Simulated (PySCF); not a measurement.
Vertical excitations of a molecule C2H3ClF2Si from TDDFT-CAM-B3LYP/def2-SVPD (PySCF 2.14.0), as energy in eV (oscillator strength): 6.35 (0.275), 6.74 (0.023), 6.94 (0.002), 7.15 (0.007), 7.49 (0.025), 8.03 (0.012), 8.11 (0.031), 8.16 (0.032), 8.44 (0.005), 8.57 (0.008). Lowest triplet (TDA): 3.86 eV. Geometry: PBE0-D3(BJ)/def2-SVP. Other conformers were not sampled.

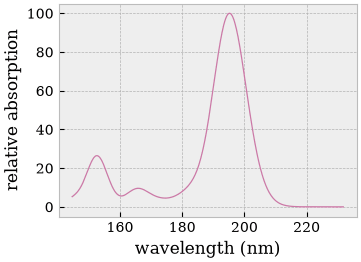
Figure: The lines broadened by 0.4 eV.

Task: Which molecule gave these data?
(A) C=C[Si](F)(F)Cl
(B) F/C=C(/F)[SiH2]Cl
(C) F/C=C\[Si@H](F)Cl
(D) FC(F)=C[SiH2]Cl

Result: B, F/C=C(/F)[SiH2]Cl
